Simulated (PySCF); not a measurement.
# C₃H₉GaO: excited-state calculation

C₃H₉GaO, computed with TDDFT PBE/def2-SVPD, vertical, gas phase, core orbitals frozen in the response (PySCF 2.14.0).

The geometry comes from this level: PBE0-D3(BJ)/def2-SVP.

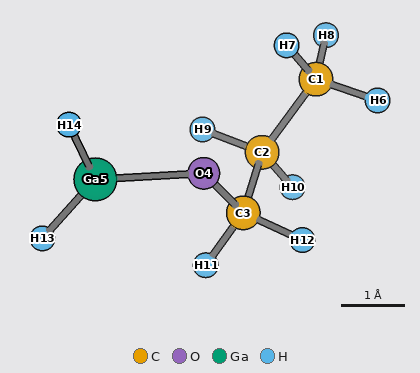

Figure 1. The input geometry (ball-and-stick view, seen at a tilt; atoms are numbered from 1 in the order of the input). Sticks mark near contacts. Bond lengths as drawn: C–C 1.52 Å, C–H 1.10 to 1.11 Å, C–O 1.40 Å, Ga–H 1.56 to 1.57 Å and Ga–O 1.79 Å.

**The input**
```
{"job": {"kind": "uv", "xc": "PBE", "basis": "def2-SVPD", "ip": true}, "charge": 0, "multiplicity": 1}
C     -1.727828     0.852276    -0.222682
C     -1.023300    -0.439075     0.157778
C      0.178333    -0.753924    -0.720412
O      1.124410     0.278082    -0.695345
Ga     2.658729     0.255748     0.216692
H     -2.137012     0.794844    -1.244391
H     -1.025626     1.698211    -0.196115
H     -2.562056     1.074243     0.459855
H     -0.682534    -0.387315     1.208058
H     -1.723901    -1.290574     0.103628
H      0.615936    -1.722294    -0.402423
H     -0.159911    -0.886790    -1.766169
H      2.986382    -1.074990     0.976377
H      3.466555     1.582609     0.110888
```

The first line tells a small driver script what to run in PySCF; the rest is the geometry in Å.

Launched with:
```bash
OMP_NUM_THREADS=1 python <driver script> task.json out
```

**Output**
```
coarse grid: 50384 points
cycle   1  E = -2118.6768681499  dE = -2.345e-01  |g| = 1.103e+00  |ddm| = 4.980e+00
cycle   2  E = -2116.0733485659  dE =  2.604e+00  |g| = 3.254e+00  |ddm| = 8.547e+00
cycle   3  E = -2118.8039731033  dE = -2.731e+00  |g| = 6.520e-01  |ddm| = 7.504e+00
cycle   4  E = -2118.8889656547  dE = -8.499e-02  |g| = 1.717e-01  |ddm| = 8.650e-01
cycle   5  E = -2118.8931330116  dE = -4.167e-03  |g| = 5.723e-02  |ddm| = 3.180e-01
cycle   6  E = -2118.8940480146  dE = -9.150e-04  |g| = 2.427e-02  |ddm| = 1.062e-01
cycle   7  E = -2118.8941701181  dE = -1.221e-04  |g| = 6.522e-03  |ddm| = 3.265e-02
cycle   8  E = -2118.8941802823  dE = -1.016e-05  |g| = 1.383e-03  |ddm| = 9.822e-03
cycle   9  E = -2118.8941807270  dE = -4.447e-07  |g| = 2.972e-04  |ddm| = 2.479e-03
final grid: 106472 points
cycle  10  E = -2118.8941151263  dE = -1.262e-07  |g| = 5.813e-04  |ddm| = 1.082e-02
cycle  11  E = -2118.8941146813  dE =  4.450e-07  |g| = 1.587e-03  |ddm| = 2.548e-03
cycle  12  E = -2118.8941151964  dE = -5.150e-07  |g| = 1.149e-04  |ddm| = 1.891e-03
cycle  13  E = -2118.8941152001  dE = -3.704e-09  |g| = 1.698e-05  |ddm| = 2.079e-04
cycle  14  E = -2118.8941152001  dE = -6.321e-11  |g| = 4.199e-06  |ddm| = 2.463e-05
```

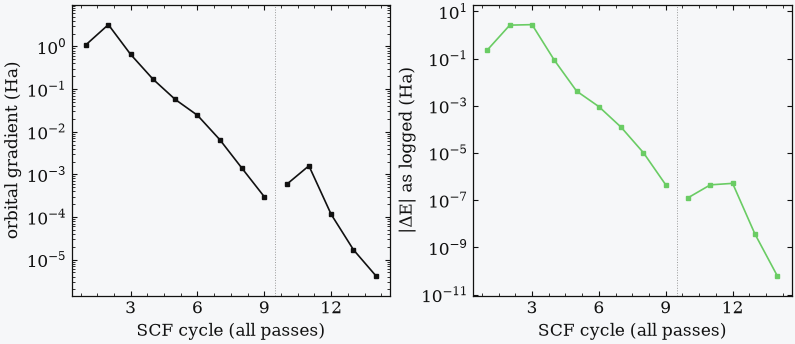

Figure 2. Convergence of the self-consistent field: orbital gradient and size of the energy change against the SCF cycle. The dotted line marks the change from a coarse to the final integration grid. The first 9 cycles use a coarse grid, the final grid takes over at cycle 10, and the field converges after 14 cycles in all.

```
converged SCF energy = -2118.8941152001

Static polarisability (au): isotropic 76.311, principal 63.608 73.770 91.553

Singlet excitations
state   eV       nm        f      main configurations
  1   4.5390    273.2   0.00144   H-1->L 0.92, H->L 0.08
  2   4.8844    253.8   0.08273   H->L 0.87
  3   5.6425    219.7   0.00102   H-2->L 0.98
  4   5.9522    208.3   0.00091   H-3->L 0.98
  5   6.1776    200.7   0.01389   H->L+1 0.93
  6   6.3505    195.2   0.04968   H-1->L+1 0.72, H-4->L 0.12, H-1->L+2 0.09
  7   6.3694    194.7   0.00911   H->L+2 0.99
  8   6.4653    191.8   0.01017   H-1->L+2 0.56, H-4->L 0.43
  9   6.5511    189.3   0.03206   H-4->L 0.41, H-1->L+2 0.32, H-1->L+1 0.15
 10   6.7940    182.5   0.02144   H-5->L 0.89

Triplet excitations (Tamm-Dancoff, eV): 4.1170 4.3509 5.2502 5.8543
Vertical ionisation energy (delta-SCF) = 9.5833 eV
Vertical electron affinity (delta-SCF) = -0.3061 eV
```

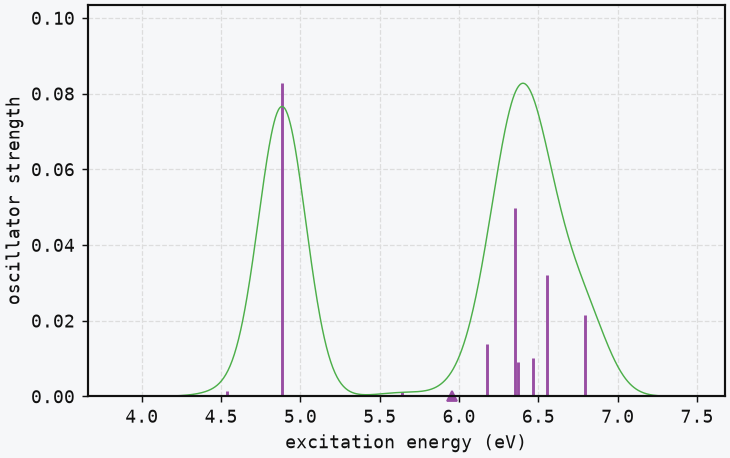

Figure 3. Computed excitations as sticks (degenerate states added up, dark ones marked on the axis), with a Gaussian envelope of 0.35 eV full width at half maximum, scaled to the tallest. Of the 10 states the lowest lies at 4.54 eV (f = 0.001); the strongest line is at 4.88 eV, or 254 nm (f = 0.083).

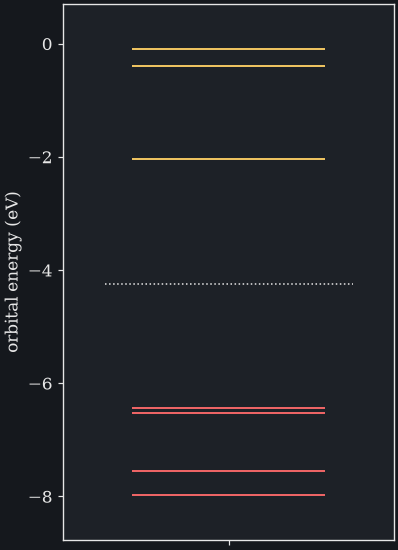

Figure 4. Orbital energies near the frontier; the dotted line parts filled from empty levels, and levels within 0.02 eV of each other stand side by side. Highest filled −6.44 eV, lowest empty −2.04 eV, 4.40 eV apart.

**Results in brief**

```json
{"quantity": "outcome", "value": "converged"}
{"quantity": "total energy", "value": "−2118.894115 hartree"}
{"quantity": "HOMO", "value": "−6.44 eV"}
{"quantity": "LUMO", "value": "−2.04 eV"}
{"quantity": "dipole moment", "value": "0.97 D"}
{"quantity": "mean polarisability", "value": "76.31 a.u."}
{"quantity": "vertical ionisation energy", "value": "9.58 eV"}
{"quantity": "vertical electron affinity", "value": "−0.31 eV"}
{"quantity": "lowest singlet excitation", "value": "4.54 eV"}
{"quantity": "hardware", "value": "1 CPU thread, shared host"}
{"quantity": "wall time", "value": "5.4 min"}
{"quantity": "peak memory", "value": "0.67 GiB"}
```

**Remarks**

Spin–orbit coupling is left out, which matters for the heavy atoms.
